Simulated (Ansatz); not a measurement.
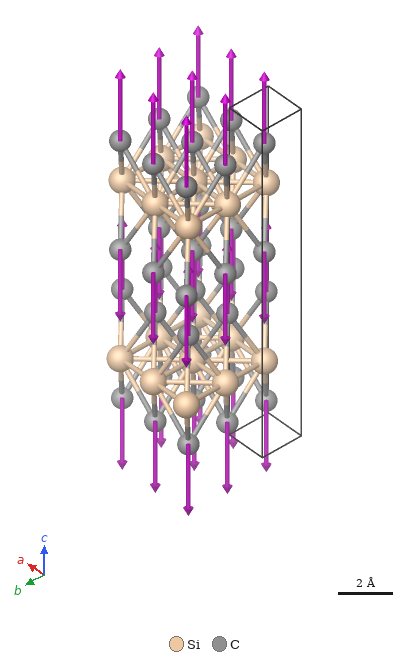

A relaxation of crystalline SiC₂ (a generated structure, set up in P6_3/mmc) (coarse preliminary run). The starting structure is drawn; purple arrows show the displacements (the part carried along by the change of the cell is left out), magnified 3 times.

Style: ball-and-stick. Shown: the cell of the calculation, repeated 3 × 3 × 1 with one cell outlined, from a free direction.

The calculation used Ansatz 0.2.0, DFT PBE, scalar-relativistic, plane waves, PAW. Settings: plane-wave cutoff 420 eV; k-point mesh 6 × 6 × 2; occupations gaussian; smearing width 0.1 eV; no spin polarisation; cell and atoms relaxed; force threshold 0.04 eV/Å; at most 70 steps.

> Which element moves most?

Carbon: up to 0.96 Å, against 0.00 Å for silicon.

> What happened in the run?

The energy falls by 3249 meV per atom in 16 accepted moves (20 points after the start). Largest force component: 0.12 eV/Å at the start, 0.00075 eV/Å at the end. Pressure: −21.89 GPa at the start and −0.01 GPa at the end. The line search rejected the trial steps at points 13, 15 of the run. The SCF was repeated twice at an unchanged geometry on a basis and grid sized afresh for the cell, which shifted the energy by 2.1 meV per atom at most. The largest moves relative to the cell, 0.96 Å, are those of C atoms. Si stays in place. The volume changes by −38.0 %, with a = b 2.688 → 2.560 Å (−4.8 %), c 13.051 → 8.915 Å (−31.7 %). Some distances before and after: C–Si 4.350 → 2.016 Å, C–C 2.672 → 1.538 Å, C–Si 2.672 → 2.854 Å, Si–Si 2.688 → 2.560 Å. New bonds form: C–C (2.67 → 1.54 Å), C–Si (4.35 → 2.02 Å). The space group stays P6_3/mmc (No. 194).

Limits of the set-up: the k-point mesh is coarse for a cell with partly filled bands.
